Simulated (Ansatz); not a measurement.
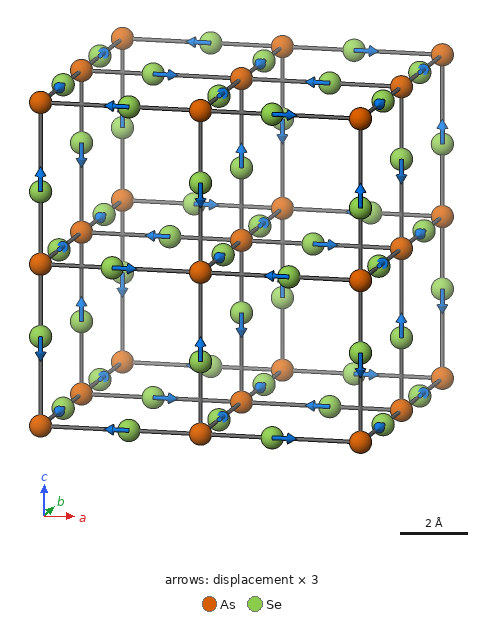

A relaxation of solid AsSe$_{3}$ (a generated structure, set up in Fm-3m) (coarse preliminary run). The starting structure is drawn; blue arrows show the displacements (the part carried along by the change of the cell is left out), 3 times their true length.

A ball-and-stick model of the conventional cell (4 times the calculation's cell), seen slightly off an axis. Lengths and directions refer to the drawn axes.

All numbers below come from Ansatz 0.2.0, DFT PBE, scalar-relativistic, plane waves, PAW. Settings: plane-wave cutoff 420 eV; k-point mesh 4 × 4 × 4; occupations gaussian; smearing width 0.1 eV; no spin polarisation; cell and atoms relaxed; force threshold 0.04 eV/Å; at most 70 steps.

### What happened in the run?

After 4 accepted moves (5 points after the start) the energy has fallen by 299 meV per atom. The largest force component goes from 3.3 to 0.00038 eV/Å. Pressure: 8.57 GPa at the start and 0.04 GPa at the end. The SCF was repeated once at an unchanged geometry on a basis and grid sized afresh for the cell, which shifted the energy by 0.1 meV per atom at most. The largest moves relative to the cell, 0.26 Å, are those of Se atoms. As stays in place. Cell: a = b = c 9.988 → 10.179 Å (+1.9 %). Volume +5.8 %. Among the contacts that change: Se–Se 3.164 → 3.599 Å, As–Se 2.237 → 2.545 Å, As–Se 2.757 → 2.545 Å. The space group (tolerance 0.01 Å) goes from Fm-3m (No. 225) to Pm-3m (No. 221).
